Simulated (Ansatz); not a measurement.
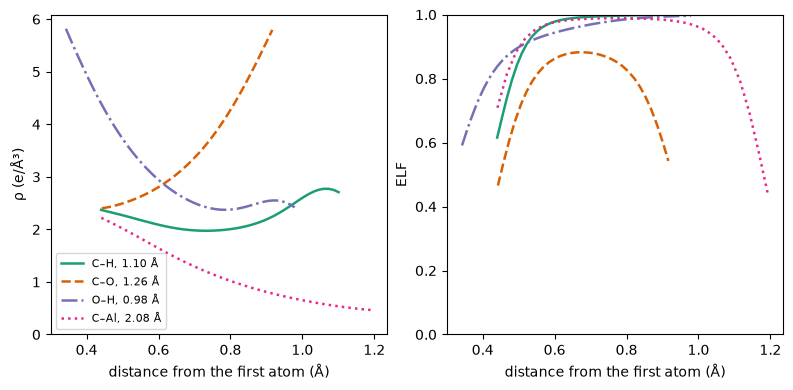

*CH₄AlO (SMILES [OH+]=[CH][AlH2]) (charge +1). Electron density and ELF along straight lines between neighbouring atoms. The curves leave out the atomic cores.*

Geometry: PBE0-D4/def2-TZVP.

The calculation used RKS PBE0-D4/def2-TZVPP (Ansatz).

Input

```
crystal:
  periodic: [false, false, false]
  atoms:
    - {symbol: O, position_ang: [-1.339532, -0.774401, -0.196103]}
    - {symbol: C, position_ang: [-0.395012, -0.000532, -0.522550]}
    - {symbol: Al, position_ang: [1.151087, 0.347017, 0.817703]}
    - {symbol: H, position_ang: [-2.042675, -0.903415, -0.864442]}
    - {symbol: H, position_ang: [-0.480725, 0.437183, -1.528929]}
    - {symbol: H, position_ang: [0.812524, 1.589100, 1.705241]}
    - {symbol: H, position_ang: [2.294332, -0.694952, 0.589090]}
basis:
  gaussian: {orbitals: def2-TZVPP}
total_charge: 1
hamiltonian: {xc: pbe0, dispersion: d4}
output: {orbitals: {seedname: orbitals}}
```

Command:

```sh
ansatz run in.yaml --threads 2 --pin off --events-out ev --progress --plain --max-ram 4352MiB
```

Compare the contacts.

C–H (1.10 Å): ρ is about 2.2 e/Å³ halfway; the ELF climbs to about 1 towards the hydrogen, as it does in any bond to H; a covalent bond by its length.
C–O (1.26 Å): the density is about 3 e/Å³ at the midpoint; the ELF peaks at about 0.90 between the atoms; a polar covalent bond.
O–H (0.98 Å): ρ at the midpoint is about 3.8 e/Å³; the ELF climbs to about 1 towards the hydrogen (an ordinary covalent bond to hydrogen).
C–Al (2.08 Å): the density is about 0.6 e/Å³ at the midpoint; the ELF peaks at about 1 in the valence shell of C, 0.8 Å from its nucleus, and is about 0.95 at the midpoint.
